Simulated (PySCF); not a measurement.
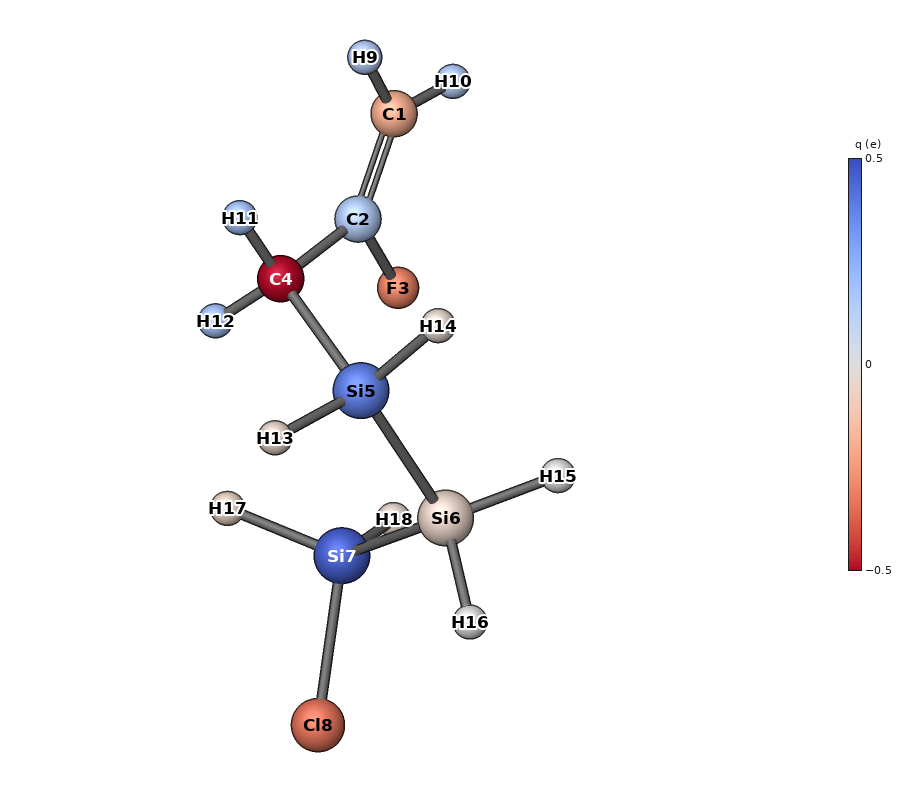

Atoms are coloured by their Mulliken charges. Computed geometry: GFN2-xTB optimisation. No frequency run is at hand to confirm it as a minimum. Method: PBE0/pcSseg-1, gas phase (PySCF 2.14.0).

**Which atom carries the highest charge (most positive or least negative)?**

Si7 (0.45 e).

**And the lowest?**

C4 (−0.49 e).

Give the Mulliken charges atom by atom.

```json
{"atom": "C1", "value (e)": "−0.19"}
{"atom": "C2", "value (e)": "0.13"}
{"atom": "F3", "value (e)": "−0.30"}
{"atom": "C4", "value (e)": "−0.49"}
{"atom": "Si5", "value (e)": "0.37"}
{"atom": "Si6", "value (e)": "−0.05"}
{"atom": "Si7", "value (e)": "0.45"}
{"atom": "Cl8", "value (e)": "−0.33"}
{"atom": "H9", "value (e)": "0.13"}
{"atom": "H10", "value (e)": "0.13"}
{"atom": "H11", "value (e)": "0.16"}
{"atom": "H12", "value (e)": "0.18"}
{"atom": "H13", "value (e)": "−0.05"}
{"atom": "H14", "value (e)": "−0.03"}
{"atom": "H15", "value (e)": "0.00"}
{"atom": "H16", "value (e)": "0.00"}
{"atom": "H17", "value (e)": "−0.06"}
{"atom": "H18", "value (e)": "−0.03"}
```

Mulliken values depend strongly on the basis set and can even reverse the polarity of a bond. The geometry is semi-empirical. Around Si such bond lengths and angles can be off by a tenth of an ångström or more and by several degrees, and values that hang on the shape move with them.
